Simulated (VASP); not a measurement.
Band structure of AlNi (space group P4/mmm). Computed with PBEsol GGA, VASP's PBE PAW potentials (set 64) (plane waves; VASP).

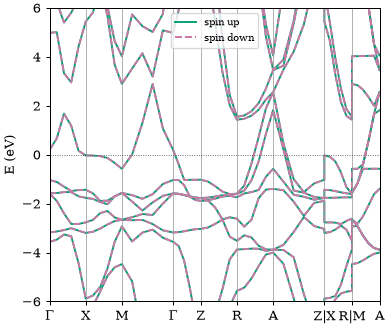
*Bands along high-symmetry lines, zero at the valence-band maximum or, without a gap, the Fermi level*

Q: Read the plot: is there a gap, and where are the band edges?

A: It has no gap at this level: it comes out as a metal or semimetal.

The structure was generated: AlNi was put into an ordered model structure, which need not be its known phase. The cell was not relaxed at this level.
